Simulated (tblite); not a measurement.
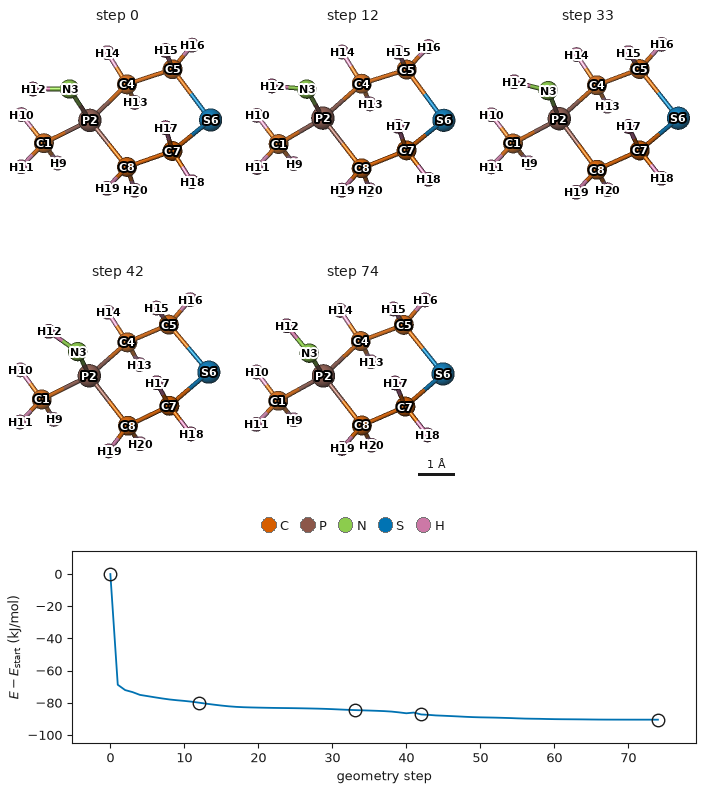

Frames of a relaxation of C₅H₁₂NPS, marked on the history of the run. A ball-and-stick model, seen at a tilt.

These are results of GFN2-xTB geometry optimisation, gas phase in tblite, not measurements. 

Describe the path.

Answer. The energy falls by 90.4 kJ/mol in 74 geometry steps. The atom that moves furthest after the best rigid fit is H12 (0.77 Å). By element the largest moves are H 0.77 Å, N 0.29 Å, P 0.12 Å, C 0.11 Å, S 0.11 Å. Among the contacts that change: P2–N3 1.715 → 1.555 Å, C1–P2 1.746 → 1.847 Å, P2–C4 1.781 → 1.862 Å, P2–C8 1.778 → 1.826 Å. Bond angles that change, for instance: C1–P2–N3 112.0° → 120.8°, N3–P2–C4 110.3° → 118.5°, C1–P2–C4 109.8° → 102.2°. Groups turn about P2–N3 by about 55°. From step 0 to 12: H12 moves most (0.19 Å), energy −79.9 kJ/mol. From step 12 to 33: H12 moves most (0.25 Å), energy −4.58 kJ/mol. From step 33 to 42: H12 moves most (0.23 Å), energy −2.71 kJ/mol. From step 42 to 74: H12 moves most (0.19 Å), energy −3.24 kJ/mol.

```csv
step,"E − E(0), kJ/mol"
0,0.00
1,-68.75
2,-72.06
3,-73.32
4,-75.05
5,-75.79
6,-76.54
7,-77.25
8,-77.89
9,-78.37
10,-78.79
13,-80.54
17,-82.48
20,-82.95
23,-83.19
27,-83.48
30,-83.90
34,-84.63
37,-85.12
40,-86.46
44,-87.80
47,-88.42
50,-88.98
54,-89.43
57,-89.85
61,-90.16
64,-90.27
67,-90.40
71,-90.43
74,-90.43
```
